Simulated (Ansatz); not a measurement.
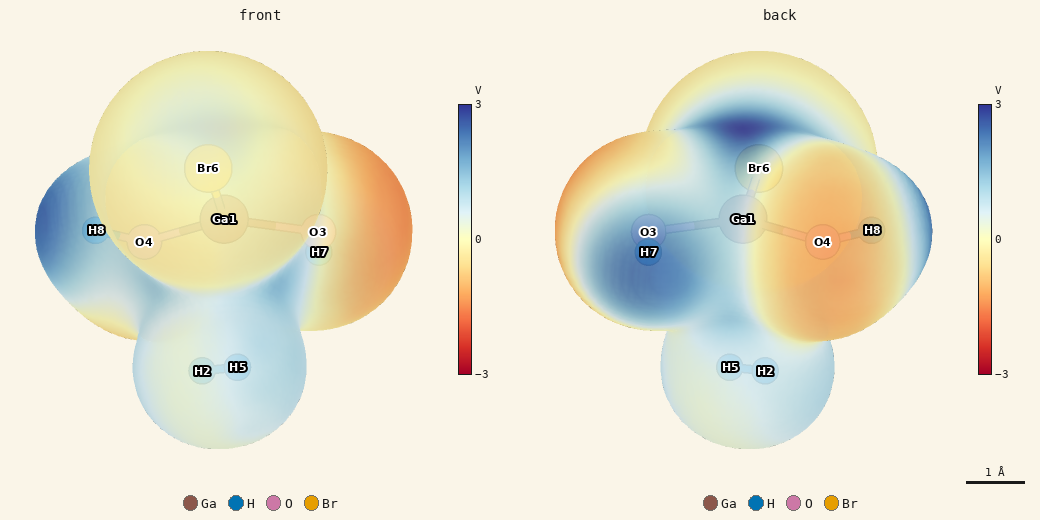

Figure. BrGaH2O2···H2. The molecular electrostatic potential painted on the density surface at 0.002 e/bohr³, seen from the front and from behind; the colour scale runs from red (negative) to blue (positive).

The product side of a reaction path; geometry: PBE0-D4/def2-TZVP; a saddle point, not a minimum.

Theory: RKS PBE0-D4/def2-TZVPP in Ansatz 0.2.0.

The calculation's input:

```
crystal:
  periodic: [false, false, false]
  atoms:
    - {symbol: Ga, position_ang: [0.334660, 0.636651, -0.047547]}
    - {symbol: H, position_ang: [-0.338331, -1.977094, 0.335640]}
    - {symbol: O, position_ang: [0.144093, 0.586270, -1.805001]}
    - {symbol: O, position_ang: [-1.106135, 0.783360, 0.980004]}
    - {symbol: H, position_ang: [0.223211, -2.131519, -0.135961]}
    - {symbol: Br, position_ang: [2.424481, 0.619980, 0.831130]}
    - {symbol: H, position_ang: [-0.777713, 0.624229, -2.073835]}
    - {symbol: H, position_ang: [-0.904267, 0.858223, 1.915571]}
basis:
  gaussian: {orbitals: def2-TZVPP}
hamiltonian: {xc: pbe0, dispersion: d4}
output: {orbitals: {seedname: orbitals}}
```

Run with:

```sh
ansatz run in.yaml --threads 8 --pin off --events-out ev --progress --plain --max-ram 19148MiB
```

Which sites attract a positive test charge, and which a negative one?

A positive charge is drawn to the negative regions and a negative charge to the positive ones. The most negative region (about −1.4 V) lies over O3, the most positive (about +2.7 V) over Ga1. Br6 shows a σ-hole: about +0.3 V at the tip opposite its bond, against about −0.3 V on its flanks. O3 is the likeliest acceptor of a hydrogen bond.
